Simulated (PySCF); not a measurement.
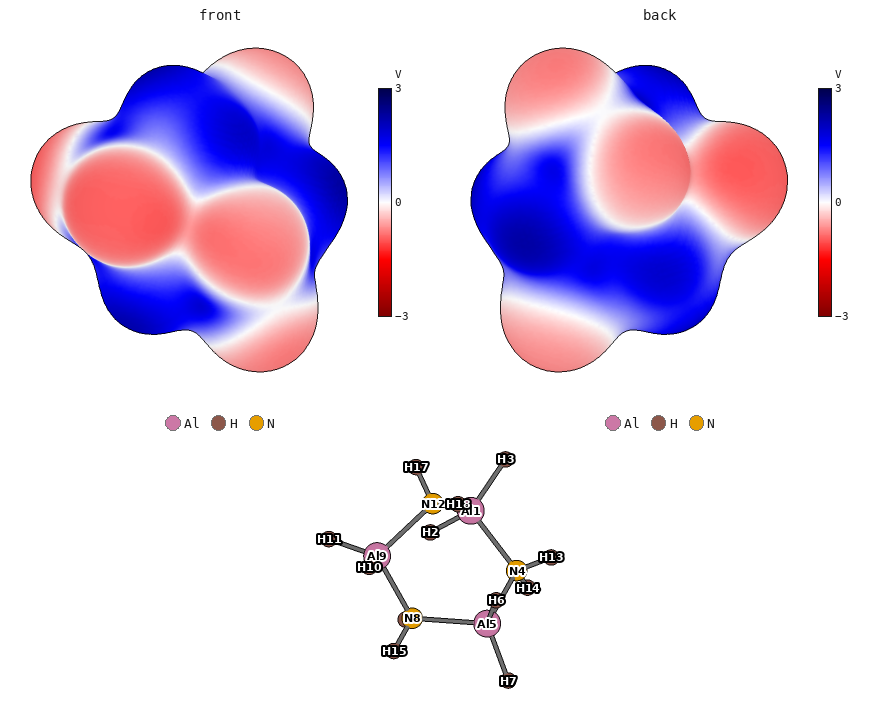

*Al3H12N3 ((H2Al-mu-NH2)3). The molecular electrostatic potential painted on the density surface at 0.002 e/bohr³, seen from the front and from behind; red is negative and blue positive. The bare structure is drawn below in the same view.*

Geometry: PBE0-D3(BJ)/def2-SVP.

Theory: PySCF 2.14.0, PBE0/pcSseg-1 Al:pcSseg-2, SCF density, gas phase, non-relativistic.

Input file:

```
{"job": {"kind": "nmr", "xc": "PBE0", "basis": {"default": "pcSseg-1", "Al": "pcSseg-2"}}, "charge": 0, "multiplicity": 1}
Al     1.684552    -0.672754    -0.372202
H      2.322380     0.704595     0.138352
H      2.600482    -1.890782    -0.850973
N      0.452351    -0.161109    -1.807618
Al    -1.275758     0.562735    -1.229971
H     -2.170439    -0.723122    -0.897086
H     -1.763972     1.677465    -2.265190
N     -0.792918     1.406057     0.467588
Al    -0.499067     0.155104     1.952350
H     -1.937561    -0.339728     2.438546
H      0.553656     0.767263     2.985734
N      0.421738    -1.286729     0.989193
H      0.268825    -0.965771    -2.412770
H      0.932182     0.511476    -2.411121
H     -1.547257     2.045186     0.733111
H      0.031089     2.004877     0.358690
H      0.933575    -1.850952     1.673022
H     -0.270179    -1.926883     0.588076
```

Launched as:

```sh
OMP_NUM_THREADS=1 python probes_run.py task.json out
```

Describe the electrostatic potential map.

The most negative region (about −1.0 V) lies over H10 and H11, the most positive (about +2.2 V) over H13 and H14.

How polar is the molecule by this calculation?

Its dipole moment is 1.86 D.
